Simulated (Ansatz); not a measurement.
**WH6ClO: frequency calculation**

The run: frequency calculation of WH6ClO, multiplicity 2. Method and program: UKS PBE0/def2-SVP (Ansatz 0.2.0).

It belongs to a series of runs on one base structure; here: vibrations at the highest image of the band. Figures and captions count atoms from 1; the log counts them from 0 in places.

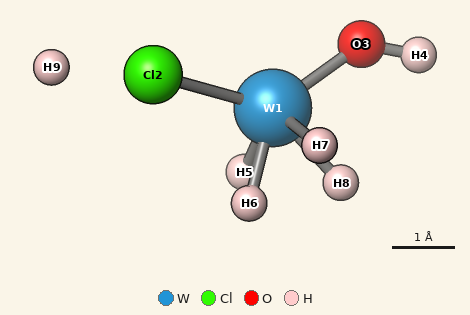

Figure 1. The structure as given in the input (ball-and-stick view, seen at a tilt; atoms are numbered from 1 in the order of the input). Sticks mark near contacts. Bond lengths as drawn: Cl–W 2.35 Å, H–O 0.96 Å, H–W 1.66 to 1.68 Å and O–W 1.88 Å.

Input file:
```yaml
crystal:
  periodic: [false, false, false]
  atoms:
    - { symbol: W, position_ang: [0.461903, -0.101332, 0.567565] }
    - { symbol: Cl, position_ang: [-0.321721, -0.538029, 2.737758] }
    - { symbol: O, position_ang: [2.133776, -0.350396, -0.250661] }
    - { symbol: H, position_ang: [2.426225, -0.510983, -1.154323] }
    - { symbol: H, position_ang: [-0.118357, 1.420827, 0.146379] }
    - { symbol: H, position_ang: [-1.17002, -0.028347, 0.218474] }
    - { symbol: H, position_ang: [-0.26547, -1.459434, -0.05855] }
    - { symbol: H, position_ang: [-0.013166, -0.022162, -1.024291] }
    - { symbol: H, position_ang: [-0.636067, 0.637954, 4.027948] }
magnetization:
  spin_polarized: true
  initial_magnetization: 1
basis:
  gaussian: { orbitals: def2-SVP }
hamiltonian:
  xc: pbe0
phonons: {}
```

Hardware: 4 threads of Arm Neoverse V2, 24 GiB of memory available, shared host.

Launched with:
```bash
ansatz run input.yaml --threads 4 --pin off --max-ram 5120MiB --backend cpu --events-out ev --progress --plain --runs-dir out
```

Log:
```
Engine: ansatz 0.2.0, aarch64-unknown-linux-gnu
Functional definition: PBE0
  parameter a = 0.25
  parameter kappa = 0.804
  parameter beta = 0.06672455060314922
  exchange = (1 - a)*pbe_x(kappa = kappa, mu = beta*pi^2/3) + a*exact_x
  correlation = pbe_c(beta = beta)
999 factors; integrals over basis functions are off by at most 3.8e-4 eV
mean field evaluation 1: about -16471.0215 eV, gradient 3.7e1 eV
mean field evaluation 2: about -16421.6508 eV, gradient 9.7e1 eV
mean field evaluation 4: about -16477.8669 eV, gradient 6.0e0 eV
mean field evaluation 8: about -16478.1541 eV, gradient 5.7e-1 eV
mean field evaluation 16: about -16478.2129 eV, gradient 5.4e-3 eV
mean field -16478.21288449 eV, -605.5631541713 hartree, gradient 5.1e-5 eV, S^2 0.766773; 0 other end points of the search recorded, 0 dependent functions left out
the calculation of the forces begins
reference -16478.21293414 eV, -605.5631559956 hartree; 23, 22 occupied and 71, 72 virtual orbitals, 999 factors
these checks for a lower state are left out or cut short: stability, starts, cluster_reference, orbital_swaps, neighbouring_geometries, increment
999 factors; integrals over basis functions are off by at most 3.8e-4 eV
mean field -16478.21270845 eV, -605.5631477017 hartree, gradient 1.6e-6 eV, S^2 0.766804; 0 other end points of the search recorded, 0 dependent functions left out
[... from here on the field's lines of each further geometry are left out, up to the last ...]
the calculation of the forces begins
reference -16478.21294557 eV, -605.5631564158 hartree; 23, 22 occupied and 71, 72 virtual orbitals, 999 factors
these checks for a lower state are left out or cut short: stability, starts, cluster_reference, orbital_swaps, neighbouring_geometries, increment
999 factors; integrals over basis functions are off by at most 3.8e-4 eV
mean field -16478.21288515 eV, -605.5631541954 hartree, gradient 1.8e-6 eV, S^2 0.766826; 0 other end points of the search recorded, 0 dependent functions left out
the calculation of the forces begins
reference -16478.21293479 eV, -605.5631560196 hartree; 23, 22 occupied and 71, 72 virtual orbitals, 999 factors
WARN: phonons: modes at or below zero, which the zero-point energy, F, S and C_V leave out: 1, the lowest at -1063.80 cm⁻¹. A minimum has none, and a first-order saddle one
Total energy: -16478.21293414 eV, -605.5631559956 hartree
Atom 0 at     0.461903    -0.101332     0.567565 Å, force     0.000175    -0.002762     0.001666 eV/Å
Atom 1 at    -0.321721    -0.538029     2.737758 Å, force    -0.000138    -0.001698    -0.001273 eV/Å
Atom 2 at     2.133776    -0.350396    -0.250661 Å, force    -0.000453     0.000741     0.001968 eV/Å
Atom 3 at     2.426225    -0.510983    -1.154323 Å, force    -0.000484     0.000024    -0.001155 eV/Å
Atom 4 at    -0.118357     1.420827     0.146379 Å, force     0.000002     0.000147    -0.000145 eV/Å
Atom 5 at    -1.170020    -0.028347     0.218474 Å, force     0.000420    -0.000106    -0.000593 eV/Å
Atom 6 at    -0.265470    -1.459434    -0.058550 Å, force     0.000847     0.001249     0.000149 eV/Å
Atom 7 at    -0.013166    -0.022162    -1.024291 Å, force    -0.000585     0.000342    -0.002778 eV/Å
Atom 8 at    -0.636067     0.637954     4.027948 Å, force     0.000217     0.002062     0.002161 eV/Å
Dipole moment:     0.493351    -0.013551    -0.078007 e Å
Vibrations: -1063.80 99.68 153.31 204.75 281.60 325.06 380.68 467.13 563.74 635.20 717.47 819.49 897.57 959.17 970.91 1175.71 2095.47 2107.62 2124.50 2148.64 3906.35 cm⁻¹, zero-point energy 1.303944 eV
```

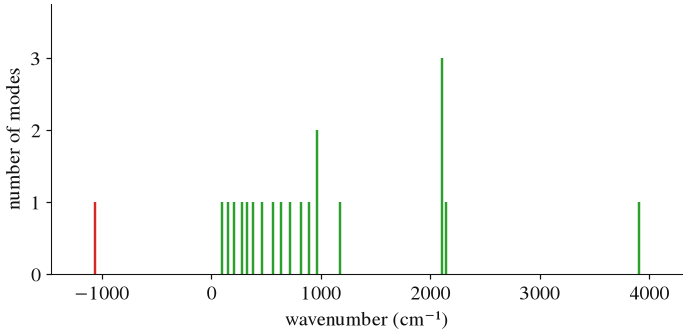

Figure 2. Harmonic vibrational wavenumbers from the force constants; neighbouring modes closer than 23 cm⁻¹ are counted in one stick, and imaginary ones are drawn at negative wavenumbers. 21 modes from 1064i to 3906 cm⁻¹, 1 imaginary beyond 8i (1064i cm⁻¹): a first-order saddle point, if the geometry is stationary.

Key numbers:

- outcome: converged
- total energy: −16478.2129 eV
- mean-field energy: −16478.2129 eV
- ⟨S²⟩: 0.767
- largest force (length of the vector): 0.003 eV/Å
- wall time: 63 s (CPU time 3.9 min)
- peak memory: 0.27 GiB
